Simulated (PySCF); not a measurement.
```yaml
atoms:
  - { symbol: P, position_ang: [1.5937, -0.3276, -0.7240] }
  - { symbol: Si, position_ang: [-0.5154, -0.1921, -0.0136] }
  - { symbol: Cl, position_ang: [-1.1555, 1.7332, -0.0712] }
  - { symbol: H, position_ang: [2.1137, 0.4047, 0.3405] }
  - { symbol: H, position_ang: [-1.3550, -0.9687, -0.9191] }
  - { symbol: H, position_ang: [-0.6785, -0.6477, 1.3658] }
```

Geometry: GFN2-xTB.

Theory: UKS B3LYP, pcH-1 on Cl H P Si, non-relativistic, mean-field spin-orbit, GIAO (PySCF 2.14.0, density-fitted response routines).

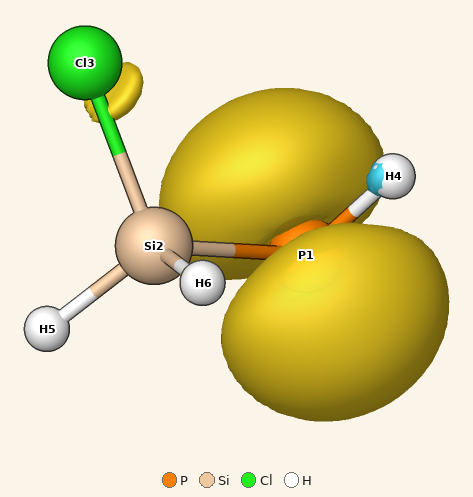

ClH3PSi (doublet). Isosurfaces of the spin density (α minus β) at +0.02 (yellow) and −0.02 e/Å³ (cyan), seen at a tilt.

Question: Which atoms carry the spin?

Answer: The unpaired spin (1 electron) lies mostly on P1 (about 0.9), in electrons by Hirshfeld's partition.
